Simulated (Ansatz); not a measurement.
# C₂H₅F₂NO (SMILES NCC(O)(F)F): what the fields show

```yaml
atoms:
  - { symbol: N, position_ang: [0.3587, -1.2117, -0.4609] }
  - { symbol: C, position_ang: [0.6076, -0.0511, 0.3705] }
  - { symbol: C, position_ang: [-0.5213, 0.9438, 0.1248] }
  - { symbol: O, position_ang: [-1.7115, 0.3298, 0.0585] }
  - { symbol: F, position_ang: [-0.2625, 1.6184, -1.0373] }
  - { symbol: F, position_ang: [-0.5430, 1.8776, 1.0915] }
  - { symbol: H, position_ang: [0.6724, -1.0566, -1.4168] }
  - { symbol: H, position_ang: [0.8266, -2.0429, -0.1129] }
  - { symbol: H, position_ang: [0.5495, -0.3439, 1.4289] }
  - { symbol: H, position_ang: [1.5744, 0.4582, 0.2098] }
  - { symbol: H, position_ang: [-1.4854, -0.5786, -0.2356] }
```

The calculation used Ansatz, RKS PBE0/def2-SVP.

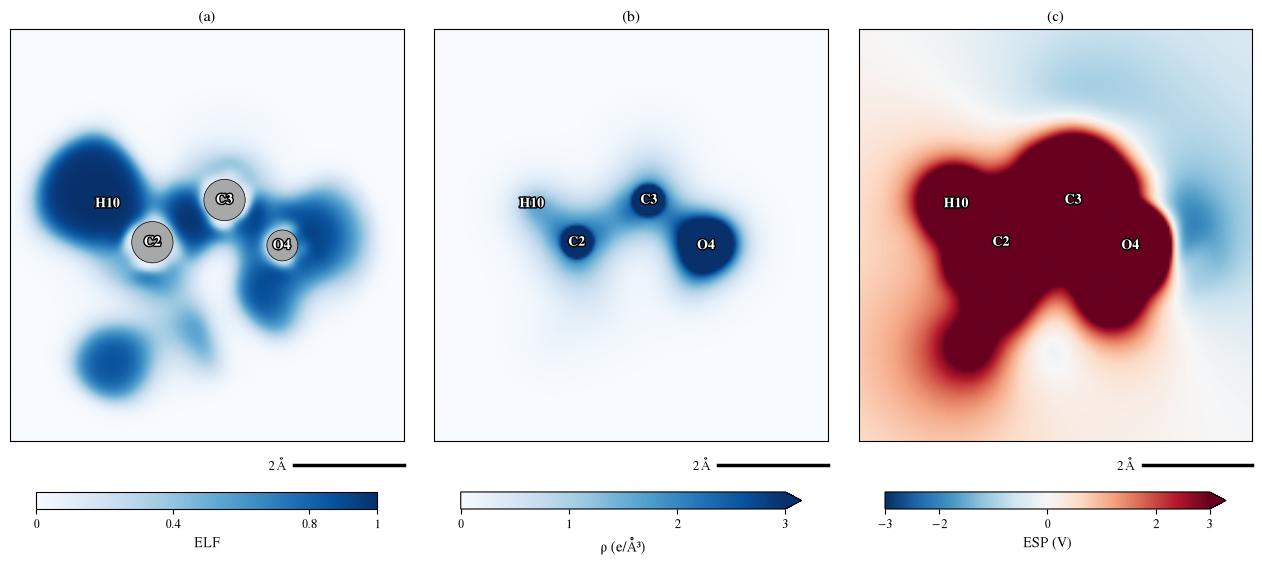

Figure 1. (a) ELF; (b) electron density; (c) electrostatic potential on the plane of atoms C2, C3 and O4. Grey discs cover the atomic cores in the ELF map.

> Describe what can be read from this map.

The section cuts through C, O and H sites. C–O (1.34 Å): ρ is about 2.5 e/Å³ halfway; the ELF peaks at about 0.90 between the atoms; a polar covalent bond. C–C (1.52 Å): ρ at the midpoint is about 1.8 e/Å³; the ELF peaks at about 1 between the atoms, as expected for a shared electron pair. C–H (1.10 Å): the density is about 1.9 e/Å³ at the midpoint; the ELF climbs to about 1 towards the hydrogen, as it does in any bond to H (an ordinary covalent bond to hydrogen). The ELF also peaks beside O4, away from the bonds: lone-pair regions. Outside the dense part of the molecule the potential is most negative (−2.0 V) near O4.

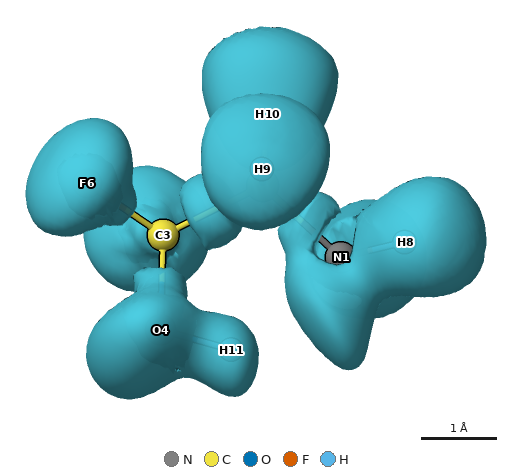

Figure 2. Isosurface of the electron localisation function at 0.75 (cyan), seen across its widest extent. Only the valence region is drawn (cores and ρ < 0.01 e/Å³ removed).

> Where are the electrons localised?

At this value the surface marks out one region between bonded C–C atoms (shared pairs), two regions around hydrogen nuclei, two regions on F in which the atom's valence shell and bonds are merged, one joined region spread over several atoms (H, N), in which their bonds and any lone pairs are merged and one joined region spread over several atoms (H, O), in which their bonds and any lone pairs are merged. Profiles from the grid: C–F (1.34 Å): the ELF peaks at about 0.85 between the atoms: a polar covalent bond.

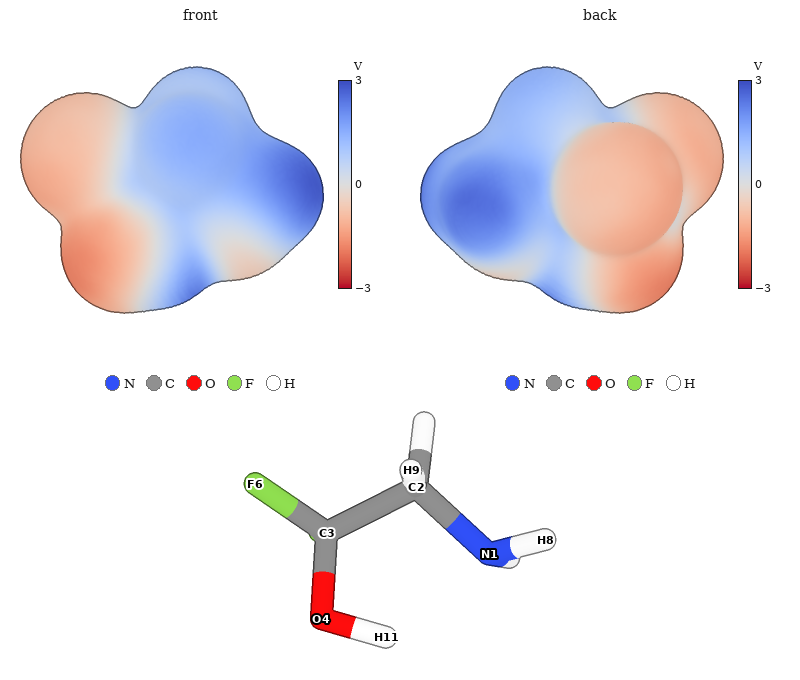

Figure 3. The molecular electrostatic potential painted on the density surface at 0.004 e/bohr³, seen from the front and from behind; red is negative and blue positive. The bare structure is drawn below in the same view.

> Where is the surface potential most negative and most positive?

The most negative region (about −1.8 V, or −42 kcal/mol for a unit charge) lies over O4, the most positive (about +2.7 V, or +62 kcal/mol for a unit charge) over H8. O4 is the likeliest acceptor of a hydrogen bond.
